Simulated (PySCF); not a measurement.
# H₈O₂SSi₄: electronic excitations

Aim: predict the electronic excitations of H₈O₂SSi₄ (`[SiH3]S[SiH]1O[SiH2][SiH2]O1`).

The runs use PySCF 2.14.0, with density-fitted response routines of our own; the level of theory stands in each step. All values are computed, except where a source is named. Atoms count from 0, in the outputs and in this text.

### 1 The molecule as given

15 atoms, charge 0, multiplicity 1; geometry from: GFN2-xTB.

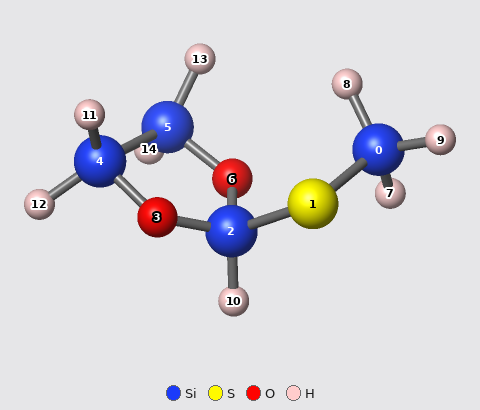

The starting geometry (silicon blue, sulfur yellow, oxygen red, hydrogen pink), atoms numbered.

### 2 TDDFT and polarisability: CAM-B3LYP/def2-SVPD

Job settings and geometry (Å):

```
{"job": {"kind": "uv", "xc": "CAM-B3LYP", "basis": "def2-SVPD", "nstates": 8, "ntriplets": 3}, "charge": 0, "multiplicity": 1}
Si     2.670997     1.109285    -0.115124
S      1.788127     0.190094     1.621399
Si     0.347219    -1.041958     0.682709
O     -1.076507    -0.956117     1.448815
Si    -2.462383    -0.368561     0.767181
Si    -1.458481     0.089160    -1.272694
O      0.035738    -0.430459    -0.795174
H      3.064194     0.061755    -1.047567
H      1.729665     2.045151    -0.717580
H      3.813172     1.796238     0.467531
H      0.728825    -2.428388     0.536598
H     -2.848956     0.729836     1.653442
H     -3.383690    -1.502807     0.862706
H     -1.203900     1.472826    -1.682282
H     -1.748435    -0.758064    -2.431871
```

Level: TDDFT CAM-B3LYP/def2-SVPD, vertical, gas phase, core orbitals frozen in the response.

Started as:

```sh
OMP_NUM_THREADS=1 python probes_run.py task.json out
```

One launch serves the whole session: the jobs run in the order shown.

Standard output:

```text
coarse grid: 15256 points
cycle   1  E = -1710.5805729328  dE =  9.398e-01  |g| = 1.036e+00  |ddm| = 5.691e+00
cycle   2  E = -1710.3961648848  dE =  1.844e-01  |g| = 1.454e+00  |ddm| = 3.797e+00
cycle   3  E = -1710.7934431852  dE = -3.973e-01  |g| = 8.795e-02  |ddm| = 1.998e+00
cycle   4  E = -1710.7951926560  dE = -1.749e-03  |g| = 4.123e-02  |ddm| = 3.122e-01
cycle   5  E = -1710.7957123751  dE = -5.197e-04  |g| = 3.907e-03  |ddm| = 1.097e-01
cycle   6  E = -1710.7957178945  dE = -5.519e-06  |g| = 1.094e-03  |ddm| = 1.637e-02
final grid: 124848 points
cycle   7  E = -1711.0117842651  dE = -9.706e-06  |g| = 1.450e-03  |ddm| = 4.869e-02
cycle   8  E = -1711.0117842411  dE =  2.401e-08  |g| = 1.698e-03  |ddm| = 7.544e-03
cycle   9  E = -1711.0117847730  dE = -5.319e-07  |g| = 2.119e-04  |ddm| = 2.286e-03
cycle  10  E = -1711.0117847833  dE = -1.039e-08  |g| = 6.933e-05  |ddm| = 6.205e-04
cycle  11  E = -1711.0117847846  dE = -1.230e-09  |g| = 2.540e-05  |ddm| = 1.877e-04
cycle  12  E = -1711.0117847847  dE = -1.355e-10  |g| = 8.228e-06  |ddm| = 4.665e-05
converged SCF energy = -1711.0117847847

Static polarisability (au): isotropic 122.334, principal 106.017 120.249 140.735

Singlet excitations
state   eV       nm        f      main configurations
  1   6.1362    202.1   0.00366   H->L+1 0.50, H-1->L 0.18, H->L 0.12
  2   6.1716    200.9   0.03235   H-1->L 0.57, H->L+1 0.21, H-2->L 0.13
  3   6.4962    190.9   0.02415   H->L 0.58, H->L+2 0.12, H->L+5 0.10
  4   6.8054    182.2   0.02731   H->L+5 0.42, H->L+2 0.18, H->L 0.13
  5   6.8878    180.0   0.00037   H-2->L 0.47, H-4->L 0.18, H-3->L 0.11
  6   6.9701    177.9   0.00143   H-3->L 0.61, H-2->L 0.09
  7   7.0871    174.9   0.00041   H->L+6 0.37, H->L+3 0.09, H->L+12 0.09
  8   7.3487    168.7   0.00645   H->L+2 0.26, H->L+8 0.11, H-1->L+2 0.10

Triplet excitations (Tamm-Dancoff, eV): 5.5019 5.8033 6.2660
```

Wall time 1.9 min (1 thread of Arm Neoverse N1, shared host); peak memory 1 GiB.

Frontier orbitals and where they lie:

```csv
orbital,eV,atoms
HOMO−3,-10.29,"O3 28 %, Si4 13 %, S1 12 %"
HOMO−2,-9.77,"S1 32 %, O6 15 %, Si2 9 %"
HOMO−1,-9.68,"Si5 23 %, Si4 22 %, O6 11 %"
HOMO,-8.73,"S1 71 %, Si0 10 %, Si2 8 %"
LUMO,-0.03,"Si5 29 %, Si4 28 %, O3 6 %"
LUMO+1,0.74,"Si0 28 %, S1 22 %, H8 8 %"
LUMO+2,1.04,"Si5 22 %, Si4 20 %, Si0 11 %"
```

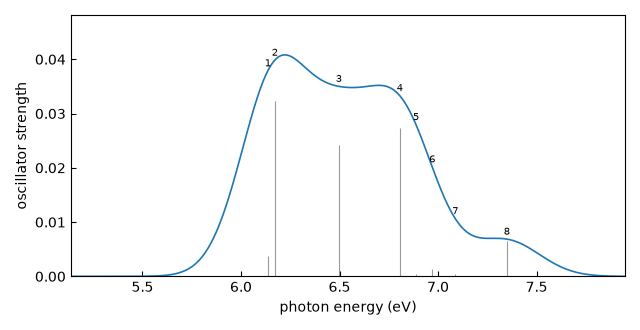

Absorption spectrum from the 8 singlet states computed; above the last one it falls off for lack of states. Lines are broadened to a width of 0.40 eV (Gaussian).

Further results of this job:

```csv
property,computed
dipole moment (D),2.39
polarisability (Å³),18.13
HOMO–LUMO gap (eV),8.70
−ε(HOMO) (eV),8.73
```

### 3 Outcome

| quantity | value |
| --- | --- |
| lowest singlet (CAM-B3LYP/def2-SVPD) | 6.14 eV (202 nm), f = 0.004 |
| brightest single state of those computed | state 2, 6.17 eV, f = 0.032 |
| lowest triplet | 5.50 eV |

In words: The first singlet state (HOMO→LUMO+1 0.50, HOMO−1→LUMO 0.18) lies at 6.14 eV and is weak; of the 8 states computed, the strongest absorption comes from state 2 at 6.17 eV. The lowest triplet lies 0.63 eV below the lowest singlet (triplets in Tamm-Dancoff, singlets in full TDDFT).
